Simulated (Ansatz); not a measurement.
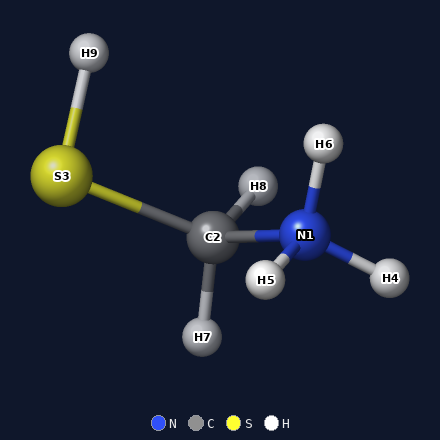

The system is CH6NS, SMILES [NH3+]CS, charge +1; the picture shows the reference structure. The first coordinate is: dihedral N1–C2–S3–H9; the second: dihedral H4–N1–C2–S3. Nothing is relaxed (all other coordinates rigid). The grid has 18 × 17 points. Points are written as (first, second). Energies: eV, counted from the relaxed molecule at the same level. Method: Ansatz 0.2.0, RKS PBE0-D4/def2-TZVP.

Its coordinates:

```xyz
9

N    -0.6860    0.4776   -0.5178
C     0.3864   -0.5206   -0.1176
S     1.5116    0.1618    1.0793
H    -1.2815    0.1244   -1.2732
H    -0.2516    1.3517   -0.8257
H    -1.2825    0.7073    0.2802
H     0.9455   -0.7514   -1.0238
H    -0.1221   -1.4176    0.2303
H     0.7800   -0.1333    2.1683
```

Range: dihedral N1–C2–S3–H9 from −180 to 160°; dihedral H4–N1–C2–S3 from 84.0 to 264.0°.

Question: What will the energy surface look like?

Answer: The lowest grid point is at (80°, 174.0°), 0.0031 eV from the relaxed molecule at the same level. The energy also falls towards the edge at (80°, 264.0°) (0.056 eV above the lowest) and (80°, 84.0°) (0.057 eV above the lowest), where a further well may lie outside the range. A higher local minimum lies near (−80°, 185.2°) (0.033 eV above the lowest at that grid point). The highest grid point, (0°, 117.8°), lies 0.559 eV above the lowest. On the interpolated surface the easiest way out of the lowest well to the well at about (−90°, 180°) passes a barrier of about 0.25 eV.

| dihedral H4–N1–C2–S3 ↓, dihedral N1–C2–S3–H9 → | −160 | −120 | −80 | −40 | 0 | 40 | 80 | 120 | 160 |
| --- | --- | --- | --- | --- | --- | --- | --- | --- | --- |
| 264.0 | 0.294 | 0.160 | 0.110 | 0.320 | 0.489 | 0.252 | 0.060 | 0.150 | 0.303 |
| 241.5 | 0.343 | 0.197 | 0.137 | 0.352 | 0.560 | 0.319 | 0.104 | 0.188 | 0.348 |
| 219.0 | 0.319 | 0.175 | 0.103 | 0.300 | 0.515 | 0.310 | 0.092 | 0.165 | 0.319 |
| 196.5 | 0.254 | 0.118 | 0.049 | 0.230 | 0.415 | 0.234 | 0.035 | 0.109 | 0.255 |
| 174.0 | 0.228 | 0.096 | 0.039 | 0.226 | 0.383 | 0.186 | 0.003 | 0.087 | 0.233 |
| 151.5 | 0.272 | 0.135 | 0.084 | 0.292 | 0.455 | 0.224 | 0.033 | 0.126 | 0.280 |
| 129.0 | 0.335 | 0.188 | 0.128 | 0.346 | 0.549 | 0.303 | 0.090 | 0.176 | 0.339 |
| 106.5 | 0.337 | 0.191 | 0.118 | 0.320 | 0.541 | 0.327 | 0.105 | 0.176 | 0.333 |
| 84.0 | 0.275 | 0.141 | 0.069 | 0.249 | 0.445 | 0.265 | 0.061 | 0.129 | 0.273 |

The table holds every second grid line.

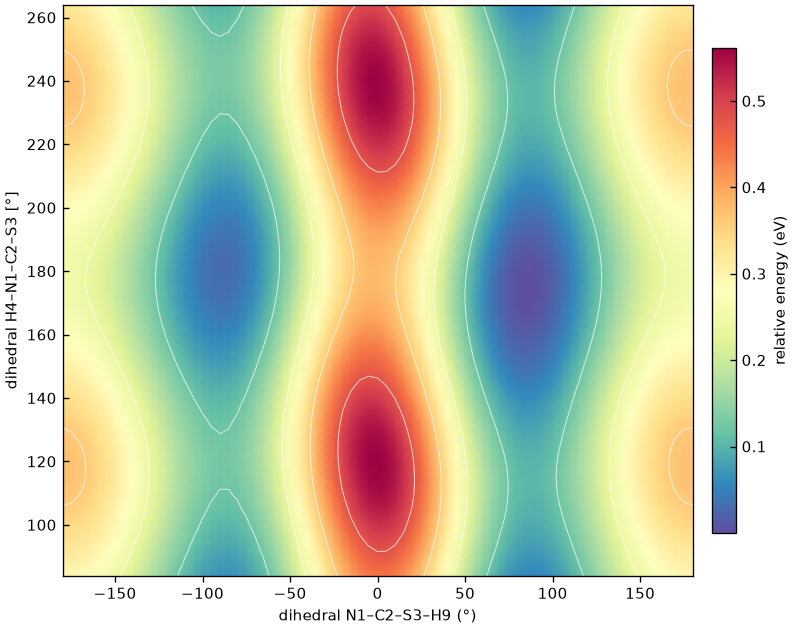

Drawn: a smooth colour map with a few white contour lines. Between grid points the surface is interpolated.

Time for the 306 points that were run: 20 min on 1 thread of Arm Neoverse V2, with other jobs on the host.
